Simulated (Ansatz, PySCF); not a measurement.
Pulling on the Cd1–H2 bond in CdH2 (SMILES [CdH2]) (multiplicity 1 held, fragments rigid). Energies count from the point at 1.681 Å.
Geometry at that point (charge 0, multiplicity 1):
| atom | x (Å) | y (Å) | z (Å) |
|---|---|---|---|
| Cd | 0.0000 | 0.0000 | 0.0000 |
| H | 0.0000 | 0.0000 | 1.6812 |
| H | 0.0000 | 0.0000 | -1.6812 |

Restricted levels (R-, RO-) in cc, def2 and unpolarised 6-31G sets keep to the state of the molecule at rest. U- levels take the lowest unrestricted solution at each point, which mixes spins at long bonds. Active spaces are followed from a long bond inwards. Levels need not reach the same state.

Correlated levels freeze the cores. Rows in LANL2DZ carry no dispersion term and start afresh at each structure. LANL2DZ brings its own core potentials from Na on.

Programs: Ansatz (a program for electronic structure); PySCF for LANL2DZ rows. Each number belongs to the level named beside it. In def2 rows elements past Kr take small-core potentials, without spin–orbit coupling.

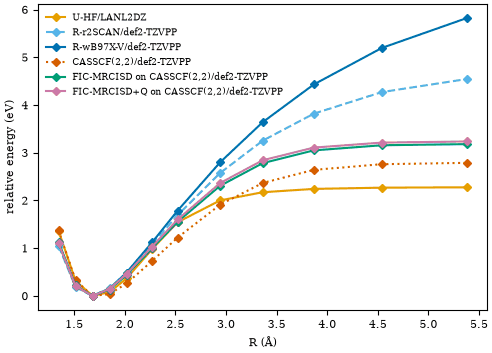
Figure: Relative energy along the coordinate

Problem. Read off the CASSCF(2,2)/def2-TZVPP curve at R = 3.867.

Solution. about 2.6 eV

Doubts at one or more of the structures used: a spin-contaminated determinant (U-HF/LANL2DZ); a restricted determinant that unrestricted orbitals would lower (R-r2SCAN/def2-TZVPP, R-wB97X-V/def2-TZVPP).
